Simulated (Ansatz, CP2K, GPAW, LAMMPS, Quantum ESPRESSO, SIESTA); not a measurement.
**Other levels on ionic liquid MMIM+ methanesulfonate with Li salt at 400 K (210 atoms)**

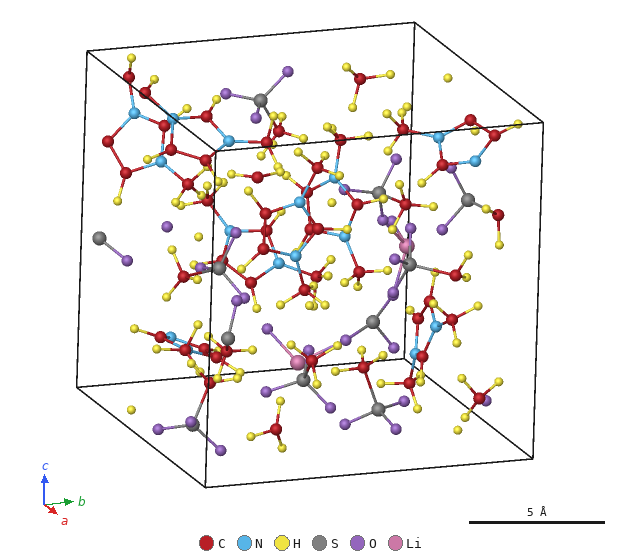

The cell (carbon red, nitrogen blue, hydrogen yellow, sulfur grey, oxygen purple, lithium pink). Bonds to atoms that aren't drawn are left out. Some periodic images of atoms are drawn too.

Density of this cell: 1.30 g/cm³. The cell holds 210 atoms: 50 C, 16 N, 102 H, 10 S, 30 O and 2 Li. Cell: a = 13.042 Å, b = 13.042 Å, c = 13.042 Å, α = 90.0°, β = 90.0°, γ = 90.0°. 8 MMIM+, 10 methanesulfonate, 2 Li+ placed at random, at 1.3 g/cm³; overlaps pushed apart, then 10 ps at 700 K with Joung-Cheatham ions (J. Phys. Chem. B 112, 9020 (2008)); MMFF94 bonds, angles, torsions, charges and radii (Halgren, J. Comput. Chem. 17, 490 (1996)) in harmonic and 12-6 forms; charges of ions scaled by 0.8. Snapshot after 30 ps at 400 K and fixed volume.

Geometry: as built.

The reference, a calculation:

```
method                                           : Kohn-Sham DFT, PBE, SSSP efficiency 1.3.0 pseudopotentials, plane waves (Quantum ESPRESSO 7.5); sssp-pbe-1.3.0-efficiency, cutoffs 60/480 Ry, Γ point
r.m.s. force component                           : 1.152 eV/Å
longest force                                    : 5.15 eV/Å
pressure                                         : 3.919 GPa
gap (highest filled to lowest empty level) : 2.381 eV
time                                             : 6.4 min on 4 MPI ranks of Arm Neoverse V2, shared host
CPU time                                         : 26 min
```

Runs, in no order:
A. CP2K PBE, DZVP-MOLOPT-SR, 800/50 Ry, OT DIIS: Kohn-Sham DFT, PBE, GTH-PBE pseudopotentials, Gaussian and plane waves, DZVP-MOLOPT-SR-GTH, orbital transformation
B. SIESTA PBE, SZ, shift 0.02 Ry, mesh 500 Ry: Kohn-Sham DFT, PBE, PseudoDojo 0.4.1 norm-conserving pseudopotentials (converted to PSML), numerical atomic orbitals (SZ), diagonalisation
C. GPAW PBE, LCAO dzp, h 0.18 Å: Kohn-Sham DFT, PBE, PAW, atomic orbitals (dzp)
D. CP2K PBE, DZVP-MOLOPT-SR, 800/50 Ry, TRS4 filter 1e-04, SCF 1e-05: Kohn-Sham DFT, PBE, GTH-PBE pseudopotentials, Gaussian and plane waves, DZVP-MOLOPT-SR-GTH, linear-scaling purification of the density matrix
E. SIESTA PBE, SZP, shift 0.01 Ry, mesh 500 Ry: Kohn-Sham DFT, PBE, PseudoDojo 0.4.1 norm-conserving pseudopotentials (converted to PSML), numerical atomic orbitals (SZP), diagonalisation

Q: Order them from the smallest to the largest r.m.s. force difference.

A, D, C, E, B.

| run | Δ force, r.m.s. (meV/Å) | share of r.m.s. force (%) | CPU time |
| --- | --- | --- | --- |
| A. CP2K PBE, DZVP-MOLOPT-SR, 800/50 Ry, OT DIIS | 118 | 10.3 | 21 min |
| D. CP2K PBE, DZVP-MOLOPT-SR, 800/50 Ry, TRS4 filter 1e-04, SCF 1e-05 | 221 | 19.2 | 7.5 min |
| C. GPAW PBE, LCAO dzp, h 0.18 Å | 497 | 43.1 | 5.3 min |
| E. SIESTA PBE, SZP, shift 0.01 Ry, mesh 500 Ry | 1629 | 141 | 5.7 min |
| B. SIESTA PBE, SZ, shift 0.02 Ry, mesh 500 Ry | 3420 | 297 | 6.2 min |

The network of contacts between molecules at the start is that of the classical potential that made the cell, and needn't be the one that DFT or experiment would give. The electronic-structure runs sample only Γ, in a cell whose shortest periodic width is 13 Å.

[Logs are printed without paths, hosts, clocks, repeated set-up lines and the standing remarks that a program may print on its own settings, such as how far it seeks lower states.]

[Hosts, paths, dates, database ids (printed as entryN), source tags and the programs' standing remarks are cut or masked in the printed files.]

[The MMFF94 radii named for the starting cell were scaled by 0.96; in molecules described by MMFF94, hydrogen bound to N, O or S took a small fixed 12-6 site in their place.]
